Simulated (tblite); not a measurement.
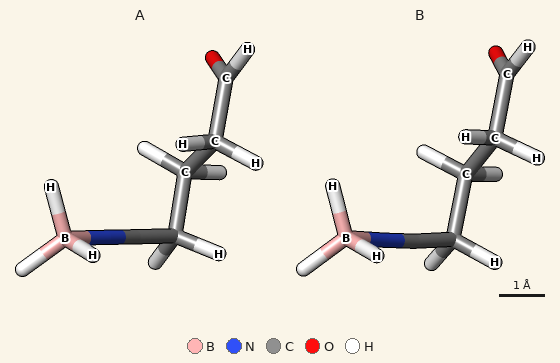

Two geometries of C5H10BNO, drawn at one scale. One is the start of a relaxation, the other its converged end. The picture is a stick view, seen from a free direction.

The calculation used tblite, GFN2-xTB geometry optimisation, gas phase. 

**Which geometry has the lower energy?**

Structure B is the relaxed one. The atom that moves furthest after the best rigid fit is an H atom (0.21 Å). By element the largest moves are H 0.21 Å, O 0.13 Å, C 0.10 Å, N 0.07 Å, B 0.03 Å. Among the contacts that change: C–C 1.481 → 1.438 Å, B–N 1.494 → 1.463 Å, C–H 1.124 → 1.094 Å, C–O 1.226 → 1.197 Å. Among the angles between lasting bonds that change: C–C–C 104.0° → 112.2°, N–B–H 113.1° → 106.4°, H–B–H 107.3° → 112.9°. After 45 geometry steps the energy has fallen by 0.389 eV.
